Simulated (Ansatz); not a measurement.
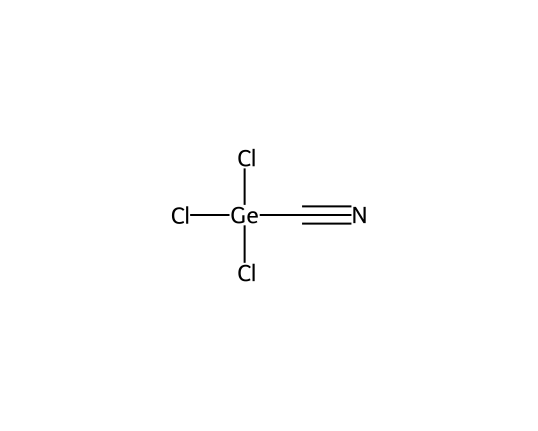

Simulated data, not a measurement (program: Ansatz).

A structural formula.

Write the SMILES.

Answer. N#[C][Ge]([Cl])([Cl])[Cl]

What is the molecular formula?

Answer. CCl3GeN.
